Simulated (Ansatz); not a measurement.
# TaCuP2 (R-3m): the Drude term of Re ε in the infrared

Re ε of TaCuP2 (R-3m) along x at low photon energies is read from one computed spectrum; the carriers' damping was typed as γ = 0.1 eV. x, y and z are the Cartesian axes of the input cell.

The structure is trigonal, space group R-3m (No. 166). The conventional cell has a = 3.216 Å, b = 3.216 Å, c = 23.496 Å, α = 90.00°, β = 90.00°, γ = 120.00°. Around Ta on site b lie 6 P at 2.52 Å. Cu on site a has 2 P at 2.21 Å as nearest neighbours. P on site c is surrounded by 1 Cu at 2.21 Å and 3 Ta at 2.52 Å.

Method: Ansatz 0.2.0, PBE, independent particles, k-mesh 16×16×16 with interpolation inside its cells, Gaussian parameter 0.1 eV.

Launch of the response step: `ansatz run input.yaml --threads 4 --pin off --max-ram 8192MiB --backend cpu --events-out ev --progress --plain --runs-dir out`. The run took 2.3 min, on 4 threads of AMD EPYC 9R45 96-Core Processor (Zen 5), on a shared host.

```tsv
photon energy E (eV)	wavelength (µm)	Re ε
0.25	4.96	-109.9
0.30	4.13	-70.4
0.35	3.54	-47.4
0.40	3.10	-32.9
0.50	2.48	-13.6
0.60	2.07	-0.6
0.70	1.77	?
```

A Drude term over a constant background gives Re ε = ε_b − ωp²/(E² + γ²), linear in 1/(E² + γ²).

Working, on the rows shown:

| x = 1/(E² + γ²) (eV⁻²) | y = Re ε |
| --- | --- |
| 13.7931 | -109.9 |
| 10 | -70.4 |
| 7.54717 | -47.4 |
| 5.88235 | -32.9 |
| 3.84615 | -13.6 |
| 2.7027 | -0.6 |

Means: x̄ = 7.2952, ȳ = -45.8. Σ(x − x̄)(y − ȳ) = -820.3, Σ(x − x̄)² = 84.59. Slope = -820.3 / 84.59 = -9.698; intercept = ȳ − slope · x̄ = 24.951. The line misses the rows shown by at most 1.6.

Problem. Predict the last column of the withheld row from the fit.

Solution. At x = 2 the line gives y = 5.5542. The run gave 6.6, so the extrapolation is off by 1, 0.9 % of the range in the table.

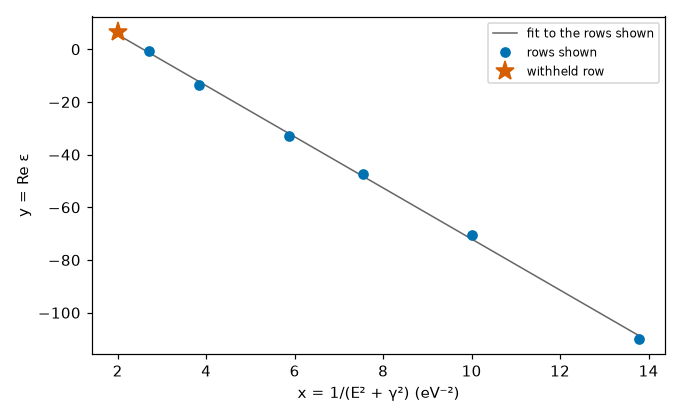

Refitted with all rows, the slope is -9.742 and the intercept 25.386. These give ωp = √(−slope) = 3.12 eV, against 3.41 eV from the program's Fermi-surface sum, and an intercept of 25.4. Taking the program's Drude term off the rows leaves 51 at the lowest energy and 30 at the highest, so the background isn't constant: interband transitions lie in or near the window, and neither fitted number can be trusted. The structure is a model and need not exist. The values come from a sum over the points of one k-mesh and carry its error, which is largest for Fermi-surface quantities. Spin-orbit coupling is left out.

[Logs are printed without paths, hosts, clocks, repeated set-up lines and the standing remarks that a program may print on its own settings, such as how far it seeks lower states.]
